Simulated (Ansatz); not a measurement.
# AlAsH₇N (built from SMILES [AsH3].[NH2][AlH2]): search for a transition state, part 2 of 2

Ansatz 0.2.0, Gaussian basis; PBE0-D4. The steps go on from the part before.

## Step 3: A starting Hessian

File hessian/in.yaml:

```yaml
crystal:
  periodic: [false, false, false]
  atoms:
    - {symbol: Al, position_ang: [-0.199419, -0.421902, 1.002743]}
    - {symbol: N, position_ang: [1.334606, 0.536576, 0.324641]}
    - {symbol: H, position_ang: [0.279743, -1.915102, 1.302486]}
    - {symbol: H, position_ang: [-0.890963, 0.508967, 2.099815]}
    - {symbol: H, position_ang: [0.804456, 0.639328, -0.883599]}
    - {symbol: As, position_ang: [-1.095325, -0.092460, -1.382829]}
    - {symbol: H, position_ang: [1.518930, 1.484807, 0.655872]}
    - {symbol: H, position_ang: [2.229181, 0.053650, 0.228961]}
    - {symbol: H, position_ang: [-1.547213, -1.402586, -1.984915]}
    - {symbol: H, position_ang: [-2.433997, 0.608722, -1.363275]}
basis:
  gaussian: {orbitals: def2-SVP}
hamiltonian: {xc: pbe0, dispersion: d4}
phonons: {}
scf: {lower_state_search: off}
```

The run is started by

```sh
ansatz run in.yaml --threads 4 --pin off --events-out ev --progress --plain --max-ram 9574MiB
```

The program printed (excerpt; [...] marks lines left out):

```text
Functional definition: PBE0
  name "PBE0"
  cite "Adamo & Barone, J. Chem. Phys. 110, 6158 (1999) doi:10.1063/1.478522"
  cite "Perdew, Burke & Ernzerhof, Phys. Rev. Lett. 77, 3865 (1996) doi:10.1103/PhysRevLett.77.3865"
  parent pbe
[...]
1051 factors; integrals over basis functions are off by at most 4.0e-4 eV
[...]
mean field -69019.03589963 eV, -2536.4027865285 hartree, gradient 4.3e-6 eV, S^2 0.000000; 0 other end points of the search recorded, 0 dependent functions left out
[...]
reference -69019.03592811 eV, -2536.4027875752 hartree; 30, 30 occupied and 69, 69 virtual orbitals, 1051 factors
[... from here to the last solve, the lines of the solves are left out (59 solves) ...]
1051 factors; integrals over basis functions are off by at most 4.0e-4 eV
mean field -69019.03590427 eV, -2536.4027866992 hartree, gradient 9.9e-7 eV, S^2 0.000000; 0 other end points of the search recorded, 0 dependent functions left out
[...]
WARN: phonons: modes at or below zero, which the zero-point energy, F, S and C_V leave out: 1, the lowest at -933.01 cm⁻¹. A minimum has none, and a first-order saddle one
[...]
Atom 3 at    -0.890963     0.508967     2.099815 Å, force    -0.001154     0.001550     0.001495 eV/Å
Atom 4 at     0.804456     0.639328    -0.883599 Å, force     1.379265    -0.246499     3.078403 eV/Å
Atom 5 at    -1.095325    -0.092460    -1.382829 Å, force     0.108686    -0.067430     0.380663 eV/Å
Atom 6 at     1.518930     1.484807     0.655872 Å, force     0.001512     0.000030     0.001142 eV/Å
Atom 7 at     2.229181     0.053650     0.228961 Å, force     0.000282    -0.003337    -0.002252 eV/Å
Atom 8 at    -1.547213    -1.402586    -1.984915 Å, force     0.001954     0.000782    -0.001810 eV/Å
Atom 9 at    -2.433997     0.608722    -1.363275 Å, force    -0.000138    -0.002021    -0.000192 eV/Å
Dipole moment:     0.679425     0.379558    -0.142083 e Å
Vibrations: -933.01 167.84 261.64 284.93 298.60 409.16 492.72 500.25 580.35 606.25 696.69 738.30 775.34 872.36 971.67 1371.66 1516.23 1547.13 1897.55 1901.80 2269.78 2290.70 3531.58 3627.42 cm⁻¹, zero-point energy 1.711599 eV
Checks for a lower state left out: stability, starts, cluster_reference, orbital_swaps, neighbouring_geometries, increment
```

Run time: 2.6 min. Hardware: 4 threads of Intel Xeon at 2.50GHz, shared host.

The structure is not stationary yet, so these wavenumbers are no spectrum; the search needs only the force constants.

## Step 4: Saddle search in the small basis

A small driver takes partitioned rational-function steps: uphill along one mode, downhill along the rest. It calls the program once a step for energy and forces and updates the Hessian by Bofill's formula. It stops when the largest force is under 0.04 eV/Å and the followed curvature is negative. The first step's input:

File presaddle/in.yaml:

```yaml
crystal:
  periodic: [false, false, false]
  atoms:
    - {symbol: Al, position_ang: [-0.199419, -0.421902, 1.002743]}
    - {symbol: N, position_ang: [1.334606, 0.536576, 0.324641]}
    - {symbol: H, position_ang: [0.279743, -1.915102, 1.302486]}
    - {symbol: H, position_ang: [-0.890963, 0.508967, 2.099815]}
    - {symbol: H, position_ang: [0.804456, 0.639328, -0.883599]}
    - {symbol: As, position_ang: [-1.095325, -0.092460, -1.382829]}
    - {symbol: H, position_ang: [1.518930, 1.484807, 0.655872]}
    - {symbol: H, position_ang: [2.229181, 0.053650, 0.228961]}
    - {symbol: H, position_ang: [-1.547213, -1.402586, -1.984915]}
    - {symbol: H, position_ang: [-2.433997, 0.608722, -1.363275]}
basis:
  gaussian: {orbitals: def2-SVP}
hamiltonian: {xc: pbe0, dispersion: d4}
output: {forces: true}
scf: {lower_state_search: off}
```

The run is started by

```sh
ansatz run in.yaml --threads 4 --pin off --events-out ev --progress --plain --max-ram 9574MiB
```

The driver's record:

| step | energy (eV) | largest force (eV/Å) | followed curvature (eV/Å²) |
| --- | --- | --- | --- |
| 1 | -69019.19924 | 3.4049 | -4.79 |
| 2 | -69018.97657 | 2.1622 | -5.99 |
| 3 | -69018.78517 | 1.1779 | -6.59 |
| 4 | -69018.80561 | 0.2939 | -6.71 |
| 5 | -69018.79739 | 0.7457 | -7.36 |
| 6 | -69018.80935 | 0.4734 | -7.89 |
| 7 | -69018.82703 | 0.3039 | -8.01 |
| 8 | -69018.78273 | 1.0991 | -8.01 |
| 9 | -69018.82277 | 0.5091 | -8.01 |
| 10 | -69018.82858 | 0.1074 | -8.01 |
| 11 | -69018.83486 | 0.1056 | -8.00 |
| 12 | -69018.83757 | 0.1174 | -8.03 |
| 13 | -69018.83882 | 0.0576 | -8.03 |
| 14 | -69018.83922 | 0.0220 | -8.03 |

The 14 steps took 39 s in all (4 threads of Intel Xeon at 2.50GHz, shared host).

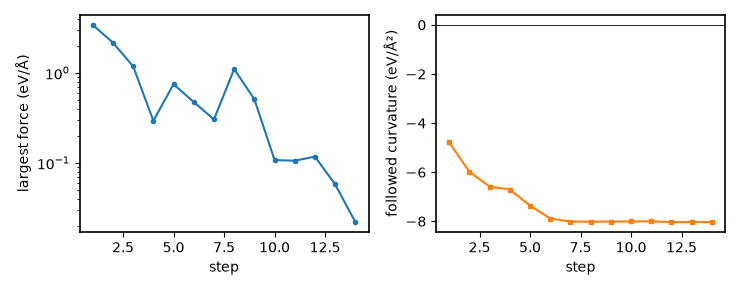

Largest force and followed curvature during the search.

## Step 5: Saddle search in triple zeta

The search itself is an outer loop (partitioned rational-function steps, Bofill update of the Hessian). Each step is one single-point run with forces. It stops when the largest force is under 0.01 eV/Å and the followed curvature is negative. The first step's input:

File saddle/in.yaml:

```yaml
crystal:
  periodic: [false, false, false]
  atoms:
    - {symbol: Al, position_ang: [-0.060757, -0.419432, 1.220237]}
    - {symbol: N, position_ang: [1.301279, 0.533649, 0.286637]}
    - {symbol: H, position_ang: [0.280186, -1.960674, 1.423746]}
    - {symbol: H, position_ang: [-0.875319, 0.484074, 2.246296]}
    - {symbol: H, position_ang: [0.356029, 0.484592, -0.961712]}
    - {symbol: As, position_ang: [-1.174373, -0.190474, -1.124360]}
    - {symbol: H, position_ang: [1.515817, 1.488545, 0.573724]}
    - {symbol: H, position_ang: [2.187777, 0.063875, 0.103466]}
    - {symbol: H, position_ang: [-1.282929, -1.249338, -2.191020]}
    - {symbol: H, position_ang: [-2.247709, 0.765183, -1.577114]}
basis:
  gaussian: {orbitals: def2-TZVP}
hamiltonian: {xc: pbe0, dispersion: d4}
output: {forces: true}
scf: {lower_state_search: off}
```

The run is started by

```sh
ansatz run in.yaml --threads 4 --pin off --events-out ev --progress --plain --max-ram 9574MiB
```

Step by step:

| step | energy (eV) | largest force (eV/Å) | followed curvature (eV/Å²) |
| --- | --- | --- | --- |
| 1 | -69030.48612 | 0.2708 | -8.03 |
| 2 | -69030.48839 | 0.0683 | -7.16 |
| 3 | -69030.48899 | 0.0689 | -7.51 |
| 4 | -69030.48924 | 0.0122 | -7.46 |
| 5 | -69030.48934 | 0.0109 | -7.46 |
| 6 | -69030.48940 | 0.0089 | -7.52 |

The 6 steps took 31 s in all (4 threads of Intel Xeon at 2.50GHz, shared host).

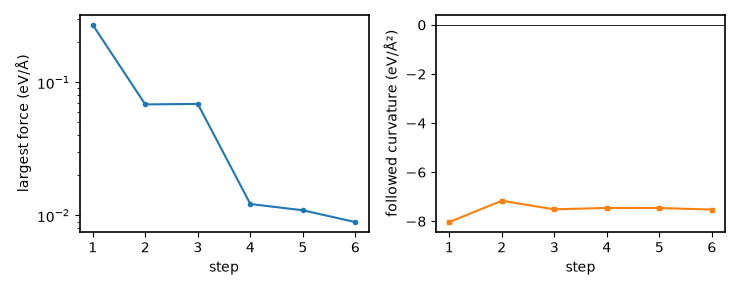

Largest force and followed curvature during the search.

Geometry at the end of the search:

```xyz
10
charge 0, multiplicity 1
Al   -0.0552   -0.4210    1.2138
N     1.2994    0.5302    0.2845
H     0.2973   -1.9529    1.4322
H    -0.8841    0.4889    2.2158
H     0.3664    0.4648   -0.9320
As   -1.1774   -0.2064   -1.1205
H     1.4948    1.4859    0.5573
H     2.1840    0.0679    0.1108
H    -1.2963   -1.2342   -2.2106
H    -2.2290    0.7767   -1.5514
```

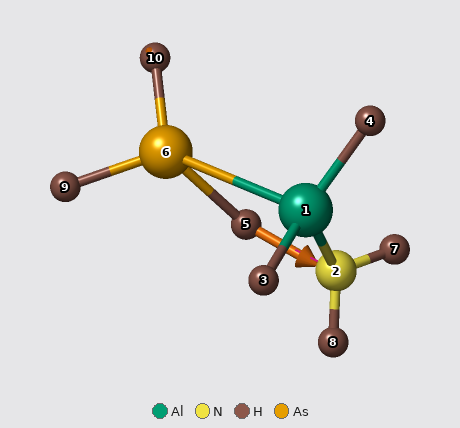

The point found; arrows show the followed mode. Pairs that react are joined by broken lines, hidden where the pair is close enough to be drawn as a bond.

## Step 6: Vibrations at the point found

File vib/in.yaml:

```yaml
crystal:
  periodic: [false, false, false]
  atoms:
    - {symbol: Al, position_ang: [-0.055184, -0.420953, 1.213794]}
    - {symbol: N, position_ang: [1.299411, 0.530181, 0.284490]}
    - {symbol: H, position_ang: [0.297315, -1.952865, 1.432200]}
    - {symbol: H, position_ang: [-0.884058, 0.488916, 2.215799]}
    - {symbol: H, position_ang: [0.366402, 0.464792, -0.932021]}
    - {symbol: As, position_ang: [-1.177378, -0.206416, -1.120499]}
    - {symbol: H, position_ang: [1.494823, 1.485912, 0.557278]}
    - {symbol: H, position_ang: [2.183988, 0.067947, 0.110825]}
    - {symbol: H, position_ang: [-1.296285, -1.234230, -2.210564]}
    - {symbol: H, position_ang: [-2.229034, 0.776715, -1.551403]}
basis:
  gaussian: {orbitals: def2-TZVP}
hamiltonian: {xc: pbe0, dispersion: d4}
phonons: {temperatures: {t_min: 298.15, t_max: 900, t_step: 200}}
```

The run is started by

```sh
ansatz run in.yaml --threads 4 --pin off --events-out ev --progress --plain --max-ram 9574MiB
```

The program printed (excerpt; [...] marks lines left out):

```text
[... 5 set-up lines as earlier in the session ...]
[...]
1165 factors; their error is unknown
[...]
mean field -69030.32340647 eV, -2536.8175947542 hartree, gradient 1.5e-5 eV, S^2 0.000000; 0 other end points of the search recorded, 0 dependent functions left out
[...]
reference -69030.32344187 eV, -2536.8175960551 hartree; 30, 30 occupied and 128, 128 virtual orbitals, 1165 factors
[... from here to the last solve, the lines of the solves are left out (59 solves) ...]
1165 factors; their error is unknown
mean field -69030.32340282 eV, -2536.8175946201 hartree, gradient 1.6e-6 eV, S^2 0.000000; 0 other end points of the search recorded, 0 dependent functions left out
[...]
WARN: phonons: modes at or below zero, which the zero-point energy, F, S and C_V leave out: 1, the lowest at -1114.92 cm⁻¹. A minimum has none, and a first-order saddle one
[...]
Atom 2 at     0.297315    -1.952865     1.432200 Å, force    -0.001844    -0.000021    -0.003725 eV/Å
Atom 3 at    -0.884058     0.488916     2.215799 Å, force     0.002227     0.001308    -0.001049 eV/Å
Atom 4 at     0.366402     0.464792    -0.932021 Å, force     0.006481     0.002023     0.001617 eV/Å
Atom 5 at    -1.177378    -0.206416    -1.120499 Å, force    -0.008910    -0.004872    -0.003949 eV/Å
Atom 6 at     1.494823     1.485912     0.557278 Å, force     0.002002     0.005825     0.002417 eV/Å
Atom 7 at     2.183988     0.067947     0.110825 Å, force     0.000041    -0.000163    -0.001720 eV/Å
Atom 8 at    -1.296285    -1.234230    -2.210564 Å, force     0.003901     0.006802     0.007938 eV/Å
Atom 9 at    -2.229034     0.776715    -1.551403 Å, force     0.002059    -0.005717     0.001181 eV/Å
Dipole moment:     0.270568     0.238340    -0.335472 e Å
Vibrations: -1114.92 188.10 219.67 224.66 272.40 347.04 423.94 451.23 518.57 621.50 628.83 696.39 740.97 770.04 952.41 1199.67 1450.76 1563.93 1911.30 1919.69 2286.90 2309.90 3535.04 3628.04 cm⁻¹, zero-point energy 1.665169 eV
```

It took 3.8 min on 4 threads of Intel Xeon at 2.50GHz, shared host.

Wavenumbers and character of the modes:

| mode | wavenumber (cm⁻¹) | character |
| --- | --- | --- |
| 1 | 1115i | changes N2–H5, H5–As6 |
| 2 | 188 | torsion |
| 3 | 220 | bend |
| 4 | 225 | Al–As stretch |
| 5 | 272 | bend |
| 6 | 347 | torsion with bend |
| 7 | 424 | bend with torsion |
| 8 | 451 | torsion |
| 9 | 519 | torsion with bend |
| 10 | 622 | Al–N stretch |
| 11 | 629 | wag or twist |
| 12 | 696 | wag or twist with bend |
| 13 | 741 | bend with wag or twist |
| 14 | 770 | bend |
| 15 | 952 | bend |
| 16 | 1200 | bend |
| 17 | 1451 | As–H stretch with bend |
| 18 | 1564 | bend |
| 19 | 1911 | Al–H stretch |
| 20 | 1920 | Al–H stretch |
| 21 | 2287 | As–H stretch |
| 22 | 2310 | As–H stretch |
| 23 | 3535 | N–H stretch |
| 24 | 3628 | N–H stretch |

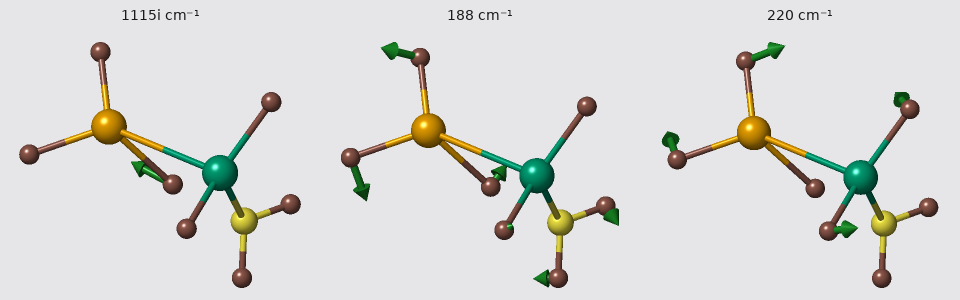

Displacements of 3 modes, as arrows.

Vibrational sums (real modes only):

| T (K) | entropy (J/mol/K) | heat capacity (J/mol/K) |
| --- | --- | --- |
| 298 | 54.3 | 74.6 |
| 498 | 100.8 | 106.5 |
| 698 | 140.2 | 127.1 |
| 898 | 174.1 | 141.6 |

## Step 7: Relaxing after a step of 0.30 Å one way along the mode

File downa/in.yaml:

```yaml
crystal:
  periodic: [false, false, false]
  atoms:
    - {symbol: Al, position_ang: [-0.131858, -0.443676, 1.174199]}
    - {symbol: N, position_ang: [1.272071, 0.541020, 0.198011]}
    - {symbol: H, position_ang: [0.305764, -1.945161, 1.443380]}
    - {symbol: H, position_ang: [-0.878895, 0.490661, 2.215360]}
    - {symbol: H, position_ang: [0.569339, 0.488398, -0.712341]}
    - {symbol: As, position_ang: [-1.174451, -0.175815, -1.190175]}
    - {symbol: H, position_ang: [1.487373, 1.482330, 0.527739]}
    - {symbol: H, position_ang: [2.169947, 0.072817, 0.081101]}
    - {symbol: H, position_ang: [-1.336901, -1.253604, -2.205240]}
    - {symbol: H, position_ang: [-2.282390, 0.743030, -1.532134]}
basis:
  gaussian: {orbitals: def2-TZVP}
hamiltonian: {xc: pbe0, dispersion: d4}
relax: {f_tol: 0.005, max_steps: 200}
```

The run is started by

```sh
ansatz run in.yaml --threads 4 --pin off --events-out ev --progress --plain --max-ram 9574MiB
```

The program printed (excerpt; [...] marks lines left out):

```text
[... 5 set-up lines as earlier in the session ...]
[...]
1165 factors; their error is unknown
[...]
mean field -69030.70466232 eV, -2536.8316056481 hartree, gradient 3.7e-5 eV, S^2 0.000000; 0 other end points of the search recorded, 0 dependent functions left out
[...]
reference -69030.70469799 eV, -2536.8316069588 hartree; 30, 30 occupied and 128, 128 virtual orbitals, 1165 factors
relax step   1: F+E_penalty+E_count = -69030.86776984 eV  Δ(F+E_penalty+E_count) = +0.000e0 eV  max|allowed force component| = 1.449e0 eV/Å  Δτ_max = 0.0000 Å  (26 SCF iters, accepted)
[...]
Atom 0 at    -0.338005    -0.368702     0.634485 Å, force     0.001934     0.001046     0.001072 eV/Å
Atom 1 at     1.463526     0.604649     0.295940 Å, force     0.000974     0.000249    -0.000520 eV/Å
Atom 2 at     0.223366    -1.817125     1.015400 Å, force    -0.000908     0.000669    -0.000065 eV/Å
Atom 3 at    -0.921294     0.571097     1.789752 Å, force    -0.000116    -0.001117    -0.000409 eV/Å
Atom 4 at     1.516320     0.935413    -0.662974 Å, force    -0.000045    -0.000942     0.001942 eV/Å
Atom 5 at    -1.321897    -0.112634    -1.619870 Å, force     0.000194     0.000877    -0.002023 eV/Å
Atom 6 at     1.565332     1.405225     0.910920 Å, force    -0.000189     0.000463    -0.000259 eV/Å
Atom 7 at     2.248460    -0.017626     0.457660 Å, force     0.000150     0.000064    -0.000198 eV/Å
Atom 8 at    -1.765957    -1.561849    -1.716293 Å, force    -0.000778    -0.001182    -0.000113 eV/Å
Atom 9 at    -2.669852     0.361552    -1.105120 Å, force    -0.001217    -0.000128     0.000573 eV/Å
Dipole moment:     1.013481     0.462320     0.076502 e Å
```

It took 55 s on 4 threads of Intel Xeon at 2.50GHz, shared host.

Relaxation path:

| step | energy from step 1 (eV) | largest force component (eV/Å) |
| --- | --- | --- |
| 1 | 0.0000 | 1.4489 |
| 2 | -0.3316 | 1.5208 |
| 3 | -0.6797 | 1.3421 |
| 4 | -0.8787 | 1.3053 |
| 5 | -1.0213 | 0.5520 |
| 6 | -1.0739 | 0.3495 |
| 7 | -1.0845 | 0.2118 |
| 8 | -1.0934 | 0.0928 |
| 9 | -1.0943 | 0.0132 |
| 10 | -1.0943 | 0.0020 |

Close pairs (by a distance rule), those that changed most:

| bond | before (Å) | after (Å) | change (Å) |
| --- | --- | --- | --- |
| N2–H5 | 1.151 | 1.016 | -0.136 |
| Al1–As6 | 2.598 | 2.473 | -0.125 |
| Al1–N2 | 1.973 | 2.075 | +0.102 |
| As6–H10 | 1.479 | 1.519 | +0.039 |
| As6–H9 | 1.489 | 1.519 | +0.029 |
| Al1–H4 | 1.586 | 1.599 | +0.014 |
| Al1–H3 | 1.587 | 1.599 | +0.012 |
| N2–H7 | 1.020 | 1.015 | -0.006 |

## Step 8: Relaxing after a step of 0.30 Å the other way along the mode

File downb/in.yaml:

```yaml
crystal:
  periodic: [false, false, false]
  atoms:
    - {symbol: Al, position_ang: [0.021490, -0.398229, 1.253389]}
    - {symbol: N, position_ang: [1.326751, 0.519341, 0.370970]}
    - {symbol: H, position_ang: [0.288865, -1.960570, 1.421021]}
    - {symbol: H, position_ang: [-0.889220, 0.487172, 2.216237]}
    - {symbol: H, position_ang: [0.163465, 0.441185, -1.151701]}
    - {symbol: As, position_ang: [-1.180304, -0.237016, -1.050823]}
    - {symbol: H, position_ang: [1.502273, 1.489494, 0.586816]}
    - {symbol: H, position_ang: [2.198029, 0.063078, 0.140550]}
    - {symbol: H, position_ang: [-1.255670, -1.214855, -2.215887]}
    - {symbol: H, position_ang: [-2.175678, 0.810400, -1.570671]}
basis:
  gaussian: {orbitals: def2-TZVP}
hamiltonian: {xc: pbe0, dispersion: d4}
relax: {f_tol: 0.005, max_steps: 200}
```

The run is started by

```sh
ansatz run in.yaml --threads 4 --pin off --events-out ev --progress --plain --max-ram 9574MiB
```

The program printed (excerpt; [...] marks lines left out):

```text
[... 5 set-up lines as earlier in the session ...]
[...]
1165 factors; their error is unknown
[...]
mean field -69030.51340986 eV, -2536.8245772498 hartree, gradient 6.5e-5 eV, S^2 0.000000; 0 other end points of the search recorded, 0 dependent functions left out
[...]
reference -69030.51344540 eV, -2536.8245785559 hartree; 30, 30 occupied and 128, 128 virtual orbitals, 1165 factors
relax step   1: F+E_penalty+E_count = -69030.68093456 eV  Δ(F+E_penalty+E_count) = +0.000e0 eV  max|allowed force component| = 1.144e0 eV/Å  Δτ_max = 0.0000 Å  (26 SCF iters, accepted)
[...]
Atom 0 at     0.224206    -0.479251     1.189460 Å, force     0.002077     0.001184    -0.000162 eV/Å
Atom 1 at     1.524913     0.716304     0.913337 Å, force    -0.002205    -0.000583     0.000837 eV/Å
Atom 2 at     0.591398    -2.014147     0.973321 Å, force    -0.000134     0.000492    -0.000024 eV/Å
Atom 3 at    -1.011185    -0.014692     2.081304 Å, force     0.000512    -0.000057    -0.000038 eV/Å
Atom 4 at    -0.274305    -0.427003    -2.454127 Å, force    -0.000098     0.000017    -0.000572 eV/Å
Atom 5 at    -1.083141    -0.204333    -1.197970 Å, force    -0.000042    -0.000007     0.000536 eV/Å
Atom 6 at     1.484087     1.683471     1.189013 Å, force    -0.000395     0.000288     0.000163 eV/Å
Atom 7 at     2.432017     0.501575     0.533731 Å, force     0.000115    -0.001137    -0.000369 eV/Å
Atom 8 at    -2.319678    -0.940913    -1.665644 Å, force    -0.000150     0.000065    -0.000342 eV/Å
Atom 9 at    -1.568311     1.178988    -1.562524 Å, force     0.000319    -0.000261    -0.000029 eV/Å
Dipole moment:    -0.130850     0.231009    -0.606093 e Å
```

Wall time 2.5 min (4 threads of Intel Xeon at 2.50GHz, shared host).

Step by step: (the energy doesn't fall at every step)

| step | energy from step 1 (eV) | largest force component (eV/Å) |
| --- | --- | --- |
| 1 | 0.0000 | 1.1437 |
| 2 | -0.2490 | 0.5343 |
| 3 | -0.3749 | 0.6052 |
| 4 | -0.4804 | 0.7322 |
| 5 | -0.5564 | 0.3158 |
| 6 | -0.5968 | 0.2352 |
| 7 | -0.6116 | 0.0637 |
| 8 | -0.6139 | 0.2002 |
| 9 | -0.6243 | 0.1077 |
| 10 | -0.6258 | 0.0070 |
| 11 | -0.6262 | 0.0044 |
| 12 | -0.6244 | 0.2253 |
| 13 | -0.6272 | 0.0736 |
| 14 | -0.6275 | 0.1306 |
| 15 | -0.6289 | 0.1489 |
| 16 | -0.6323 | 0.0222 |
| 17 | -0.6345 | 0.1964 |
| 18 | -0.6380 | 0.1548 |
| 19 | -0.6435 | 0.0155 |
| 20 | -0.6434 | 0.2111 |
| 21 | -0.6452 | 0.0518 |
| 22 | -0.6481 | 0.0922 |
| 23 | -0.6492 | 0.0737 |
| 24 | -0.6506 | 0.0628 |
| 25 | -0.6513 | 0.0555 |
| 26 | -0.6516 | 0.0515 |
| 27 | -0.6518 | 0.0383 |
| 28 | -0.6519 | 0.0055 |
| 29 | -0.6519 | 0.0009 |
| 30 | -0.6519 | 0.0022 |

Distances of close pairs at the start and the end, largest changes first:

| bond | before (Å) | after (Å) | change (Å) |
| --- | --- | --- | --- |
| Al1–As6 | 2.604 | 2.736 | +0.132 |
| Al1–N2 | 1.823 | 1.788 | -0.035 |
| As6–H10 | 1.536 | 1.511 | -0.025 |
| As6–H9 | 1.523 | 1.513 | -0.010 |
| N2–H8 | 1.010 | 1.007 | -0.004 |
| N2–H7 | 1.009 | 1.007 | -0.003 |
| H5–As6 | 1.509 | 1.511 | +0.002 |
| Al1–H3 | 1.594 | 1.593 | -0.001 |

## Step 9: What the saddle joins

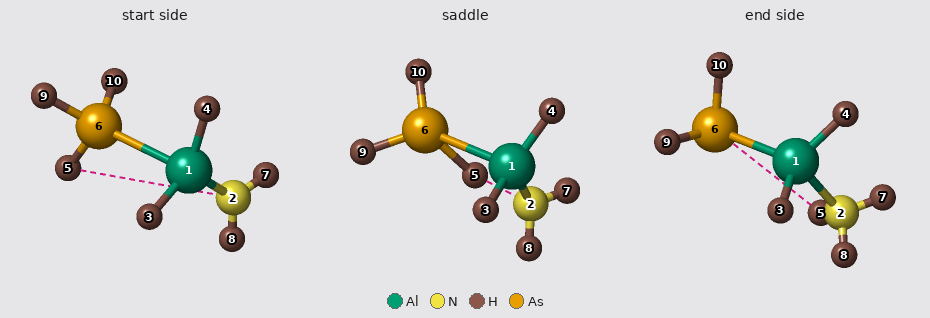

The minimum on the start side, the saddle and the minimum on the end side; broken lines join the pairs that change, where they aren't drawn as bonds.

| pair | start side (Å) | saddle (Å) | end side (Å) |
| --- | --- | --- | --- |
| N2–H5 | 3.985 | 1.534 | 1.016 |
| Al1–N2 | 1.788 | 1.898 | 2.075 |
| H5–As6 | 1.511 | 1.694 | 3.173 |

## Step 10: Summary of results

This closing draws on all 2 parts.

| quantity | value |
| --- | --- |
| imaginary mode | 1115i cm⁻¹ |
| barrier from the start side | 81.4 kJ/mol |
| barrier from the end side | 142.1 kJ/mol |
| energy of the step | -60.7 kJ/mol |
| pairs that change | N2–H5 formed, Al1–N2 loosened, H5–As6 broken |
| zero-point energy at the saddle | 1.665 eV |

One imaginary mode, 1115i cm⁻¹, makes this a first-order saddle. Going downhill both ways gives the intended start and end. A bond meant to break is only loosened at the end: the products stay bound as an adduct. At PBE0-D4/def2-TZVP the electronic barrier is 81.4 kJ/mol, about 33 kT at 298 K, and the step runs 60.7 kJ/mol downhill. With so stiff a mode tunnelling counts: Wigner's rough correction is a factor of 2.2 at 298 K.
